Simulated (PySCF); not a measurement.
**CH₈AlB₂N: core-level calculation**

System: CH₈AlB₂N, SMILES B[N]([AlH2])BC.
Method: delta-SCF UKS SCAN, pcX-2 on the ionised atom, pcseg-1 elsewhere, spin-free X2C (PySCF 2.14.0).

It belongs to a series of runs on one base structure; here: B replaced by Al. Figures and captions count atoms from 1; the log counts them from 0 in places.

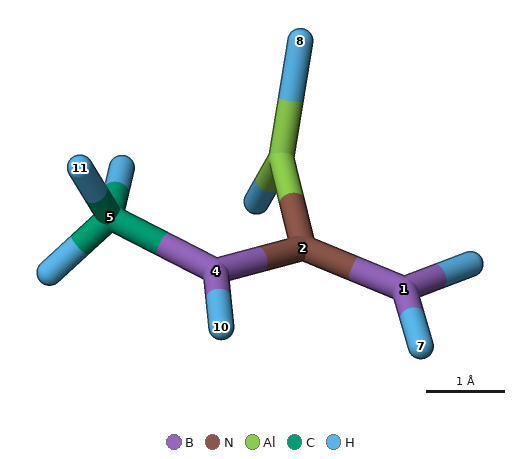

*The input geometry (stick view, seen at a tilt; atoms are numbered from 1 in the order of the input). Sticks mark near contacts.*

Bond lengths as drawn: Al–H 1.54 Å, Al–N 1.84 Å, B–C 1.58 Å, B–H 1.17 to 1.18 Å, B–N 1.43 Å and C–H 1.09 to 1.11 Å.

**Key numbers**

```csv
quantity,value
outcome,converged
hardware,"1 CPU thread, shared host"
wall time,67 s
peak memory,0.56 GiB
```

**Remarks**

The core-hole state is spin-contaminated.

**Input**
```
{"job": {"kind": "xps"}, "charge": 0, "multiplicity": 1}
B      1.180046    -0.942520     1.558762
N      0.442569    -0.315621     0.511874
Al     1.333956     0.384829    -0.939989
B     -0.979902    -0.187375     0.508396
C     -1.613366     0.542857    -0.745704
H      2.354988    -0.987298     1.445382
H      0.642843    -1.395930     2.496379
H      1.877928     1.828953    -0.888792
H      1.688860    -0.523527    -2.137043
H     -1.642202    -0.598819     1.384199
H     -2.162372     1.441686    -0.468390
H     -0.816621     0.845315    -1.453069
H     -2.311115    -0.092065    -1.289734
```

The first line tells a small driver script what to run in PySCF; the rest is the geometry in Å.

Launch command:
```bash
OMP_NUM_THREADS=1 python <driver script> task.json out
```

**Log**
```
ground state, core basis on atom 0 (B), 145 functions
  cycle   1  E = -390.10798410  |g| = 5.83e-01
  cycle   2  E = -389.98951703  |g| = 8.92e-01
  cycle   3  E = -390.18888011  |g| = 1.62e-01
  cycle   4  E = -390.19548771  |g| = 3.75e-02
  cycle   5  E = -390.19585746  |g| = 9.65e-03
  cycle   6  E = -390.19588080  |g| = 3.86e-03
  cycle   7  E = -390.19588643  |g| = 8.71e-04
  cycle   8  E = -390.19588748  |g| = 3.03e-04
  E(ground) = -390.23551080 Eh
hole in B 1s of atom 0
  cycle   1  E = -382.58904993  |g| = 1.16e+00
  cycle   2  E = -380.75199546  |g| = 1.81e+00
[... 12 cycles left out ...]
  E(ion) = -383.04388301 Eh   <S^2> = 0.9157   hole on atom = 1.000   binding energy = 195.694 eV
ground state, core basis on atom 1 (N), 145 functions
[... 6 cycles left out ...]
  E(ground) = -390.25297441 Eh
hole in N 1s of atom 1
[... 9 cycles left out ...]
  E(ion) = -375.40842673 Eh   <S^2> = 0.7659   hole on atom = 1.000   binding energy = 403.941 eV
ground state, core basis on atom 2 (Al), 156 functions
[... 6 cycles left out ...]
  E(ground) = -390.27620029 Eh
hole in Al 1s of atom 2
[... 11 cycles left out ...]
  E(ion) = -332.68222685 Eh   <S^2> = 0.7519   hole on atom = 1.000   binding energy = 1567.212 eV
hole in Al 2p of atom 2
[... 10 cycles left out ...]
  E(ion) = -387.29520970 Eh   <S^2> = 0.7514   hole on atom = 1.003   binding energy = 81.117 eV
  2p3/2 = 80.613 eV   2p1/2 = 81.212 eV
ground state, core basis on atom 3 (B), 145 functions
[... 6 cycles left out ...]
  E(ground) = -390.23615184 Eh
hole in B 1s of atom 3
[... 13 cycles left out ...]
  E(ion) = -383.03994655 Eh   <S^2> = 0.8336   hole on atom = 1.000   binding energy = 195.819 eV
ground state, core basis on atom 4 (C), 145 functions
[... 5 cycles left out ...]
  E(ground) = -390.24018431 Eh
hole in C 1s of atom 4
  cycle   1  E = -378.96027283  |g| = 1.50e+00
  cycle   2  E = -378.08997369  |g| = 1.87e+00
  cycle   3  E = -379.43754775  |g| = 3.94e-01
  cycle   4  E = -379.46848337  |g| = 3.20e-01
  cycle   5  E = -379.51952639  |g| = 8.41e-02
  cycle   6  E = -379.52247679  |g| = 2.72e-02
  cycle   7  E = -379.52284196  |g| = 6.32e-03
  cycle   8  E = -379.52286875  |g| = 2.83e-03
  cycle   9  E = -379.52287435  |g| = 8.39e-04
  cycle  10  E = -379.52287494  |g| = 2.28e-04
  E(ion) = -379.56050438 Eh   <S^2> = 0.7660   hole on atom = 1.000   binding energy = 290.609 eV
```

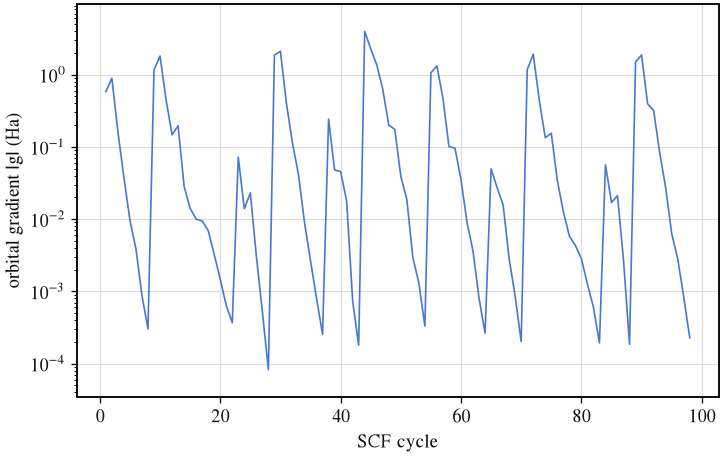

*Convergence of the self-consistent field: orbital gradient |g| against the SCF cycle.*

All cycles printed in the log are drawn one after another.

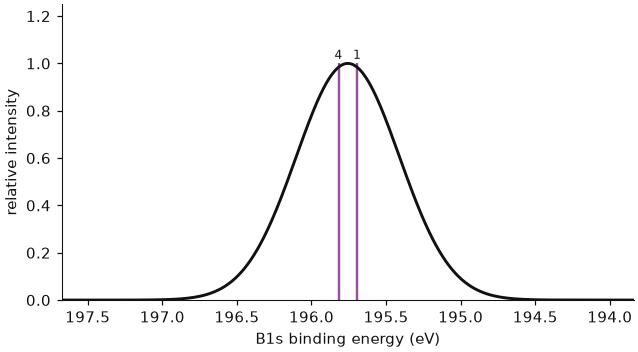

*B1s binding energies by ΔSCF of the atoms computed, labelled by atom number, with a Gaussian envelope of 0.8 eV full width.*

They run from 195.69 eV (atom 1) to 195.82 eV (atom 4).
